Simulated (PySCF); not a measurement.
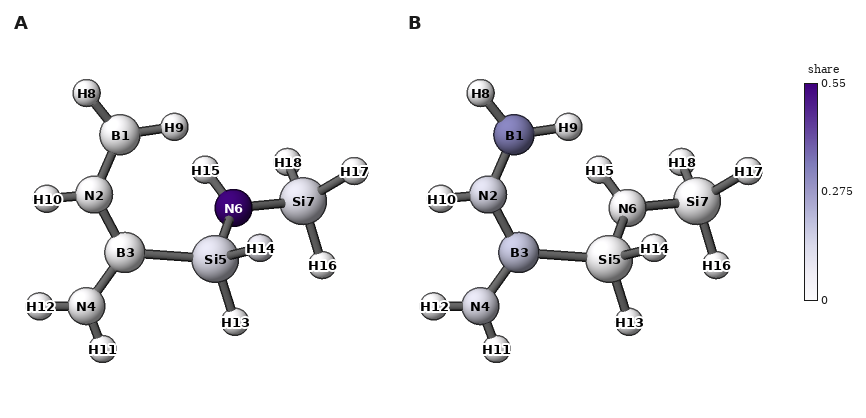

Each panel colours the atoms by their Löwdin share in one orbital (up to four of the largest shares; other atoms are shown as zero). The computed structure is the end point of a GFN2-xTB optimisation. No frequency run is at hand to confirm it as a minimum. Method: B3LYP/def2-SVPD (PySCF 2.14.0).

### The panels show the HOMO, LUMO, in some order. Which is which?

A: HOMO, −6.76 eV; N6 0.54, Si5 0.11, Si7 0.10, H14 0.08
B: LUMO, −0.99 eV; B1 0.33, B3 0.18, N2 0.12, N4 0.11

The geometry is semi-empirical. Around B, Si such bond lengths and angles can be off by a tenth of an ångström or more and by several degrees, and values that hang on the shape move with them.
